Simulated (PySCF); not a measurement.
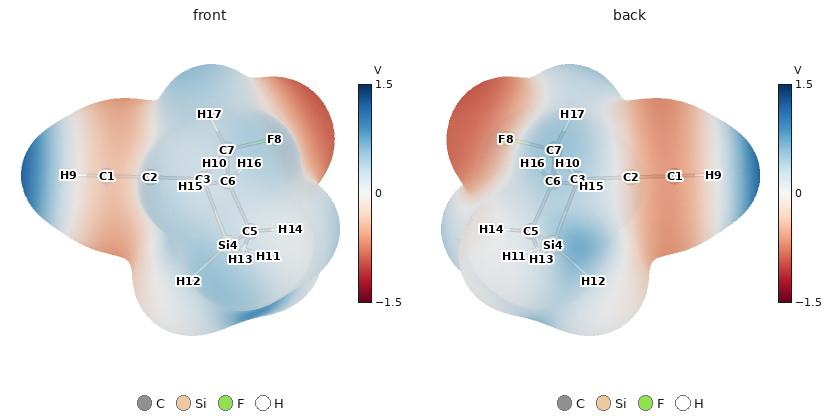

C6H9FSi. The molecular electrostatic potential painted on the density surface at 0.001 e/bohr³, seen from the front and from behind; red is negative and blue positive.

Geometry: GFN2-xTB.

These are results of PBE0/pcSseg-1, SCF density, gas phase, non-relativistic (PySCF), not measurements.

Input

```
{"job": {"kind": "nmr", "xc": "PBE0", "basis": "pcSseg-1"}, "charge": 0, "multiplicity": 1}
C      2.959899    -0.126674    -0.413470
C      1.803262    -0.175361    -0.720100
C      0.401279    -0.224055    -1.050486
Si    -0.489417     1.436502    -0.651146
C     -1.306309     0.750838     0.929089
C     -0.617071    -0.593139     1.185949
C     -0.317698    -1.241716    -0.158810
F     -1.512859    -1.591792    -0.767472
H      3.978692    -0.091351    -0.167233
H      0.298487    -0.531650    -2.093822
H     -1.448789     1.792043    -1.696112
H      0.485928     2.498561    -0.405435
H     -1.218763     1.399412     1.798069
H     -2.370471     0.583136     0.762875
H      0.335923    -0.441819     1.695644
H     -1.236375    -1.253940     1.795315
H      0.247285    -2.176966    -0.052765
```

Launched as:

```sh
OMP_NUM_THREADS=1 python probes_run.py task.json out
```

**Which sites attract a positive test charge, and which a negative one?**

A positive charge is drawn to the negative regions and a negative charge to the positive ones. The most negative region (about −0.9 V) lies over F8, the most positive (about +1.1 V) over H9.

**How polar is the molecule by this calculation?**

Its dipole moment is 1.33 D.
